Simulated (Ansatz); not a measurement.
**Run report: CH$_{3}$ClF$_{2}$Ge, single-point calculation**

- system: CH$_{3}$ClF$_{2}$Ge, SMILES [CH3][Ge]([F])([F])[Cl]
- method: RKS wB97M-V/def2-SVP (Ansatz 0.2.0)

The geometry comes from this level: PBE0-D4/def2-TZVP.

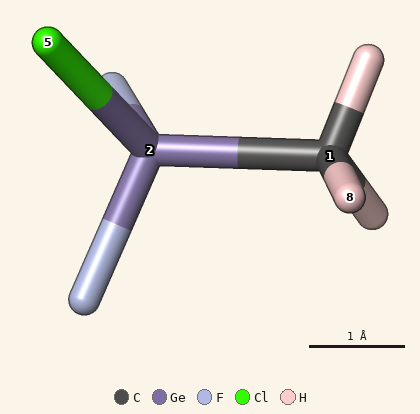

*The structure as given in the input (stick view, seen at an oblique angle; atoms are numbered from 1 in the order of the input). Sticks mark near contacts.*

### Results in brief

```tsv
quantity	value
outcome	converged
total energy	−75542.4270 eV
SCF solution under orbital rotations	stable
HOMO	−11.73 eV
LUMO	1.96 eV
hardware	4 CPU threads, shared host
wall time	4.8 s (CPU time 18 s)
peak memory	0.34 GiB
```

### Input
```yaml
crystal:
  periodic: [false, false, false]
  atoms:
    - {symbol: C, position_ang: [-0.896475, -0.291987, 0.532497]}
    - {symbol: Ge, position_ang: [0.702512, 0.159053, -0.421764]}
    - {symbol: F, position_ang: [2.080762, -0.608726, 0.261137]}
    - {symbol: F, position_ang: [0.652282, -0.415555, -2.041248]}
    - {symbol: Cl, position_ang: [1.136682, 2.231936, -0.517523]}
    - {symbol: H, position_ang: [-1.027603, -1.373635, 0.509478]}
    - {symbol: H, position_ang: [-0.807930, 0.047991, 1.563751]}
    - {symbol: H, position_ang: [-1.748129, 0.194025, 0.057769]}
basis:
  gaussian: {orbitals: def2-SVP}
hamiltonian: {xc: {name: wB97M-V}}
output: {orbitals: {seedname: orbitals}}
```

### The program's output
```
Functional definition: wB97M-V
  name "wB97M-V"
  cite "Mardirossian & Head-Gordon, J. Chem. Phys. 144, 214110 (2016) doi:10.1063/1.4952647"
  cite "Becke, J. Chem. Phys. 107, 8554 (1997) doi:10.1063/1.475007"
  cite "Vydrov & Van Voorhis, J. Chem. Phys. 133, 244103 (2010) doi:10.1063/1.3521275"
  # Of w^i u^j: cxij and so on, Table III.
  parameter omega = 0.3/bohr
  parameter cx = 0.15
  parameter cx01 = 1.007
  parameter cx10 = 0.259
  parameter css00 = 0.443
  parameter css04 = -1.437
  parameter css10 = -4.535
  parameter css20 = -3.390
  parameter css43 = 4.278
  parameter cos00 = 1.000
  parameter cos10 = 1.358
  parameter cos20 = 2.924
  parameter cos21 = -8.812
  parameter cos60 = -1.390
  parameter cos61 = 9.142
  parameter b = 6.0
  parameter c = 0.01
  gx(w, u) = 1 - cx + cx01*u + cx10*w
  gss(w, u) = css00 + css04*u^4 + css10*w + css20*w^2 + css43*w^4*u^3
  gos(w, u) = cos00 + cos10*w + (cos20 + cos21*u)*w^2 + (cos60 + cos61*u)*w^6
  exchange = spin_sum(e_x_unif_sr(omega)*gx(b97_w, b97_u_x)) + cx*exact_x_sr(omega) + exact_x_lr(omega)
  correlation = spin_sum(e_c_pw_mod_same_spin*gss(b97_w, b97_u_same))
      + integral(e_c_pw_mod_opposite_spin*gos(b97_w_opposite, b97_u_opposite)) + vv10(b, c)
1027 factors; integrals over basis functions are off by at most 1.3e-3 eV
247 factors; integrals over basis functions are off by at most 6.2e-6 eV
mean field evaluation 1: about -75537.8014 eV, gradient 5.0e1 eV
mean field evaluation 2: about -75538.1380 eV, gradient 5.4e1 eV
mean field evaluation 4: about -75542.3676 eV, gradient 1.2e0 eV
mean field evaluation 8: about -75542.4270 eV, gradient 7.0e-2 eV
mean field evaluation 16: about -75542.4270 eV, gradient 4.6e-5 eV
mean field -75542.42700389 eV, -2776.1329878969 hartree, gradient 1.0e-5 eV, S^2 0.000000; 0 other end points of the search recorded, 0 dependent functions left out
reference -75542.42703905 eV, -2776.1329891891 hartree; 38, 38 occupied and 69, 69 virtual orbitals, 1027 factors
Total energy: -75542.42703905 eV, -2776.1329891891 hartree
```

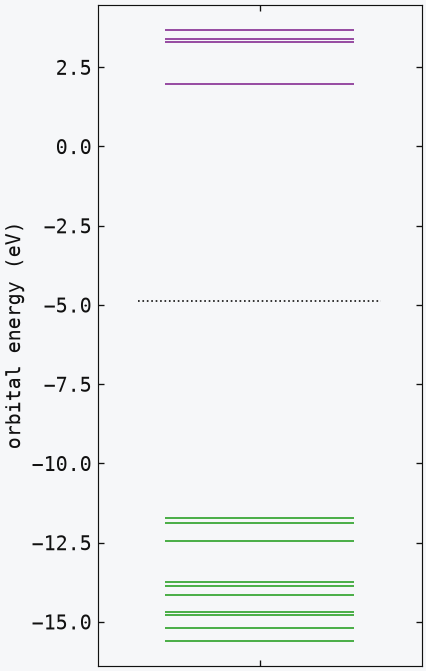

*Orbital energies near the frontier; the dotted line parts filled from empty levels, and levels within 0.02 eV of each other stand side by side.*

Highest filled −11.73 eV, lowest empty 1.96 eV, 13.69 eV apart.
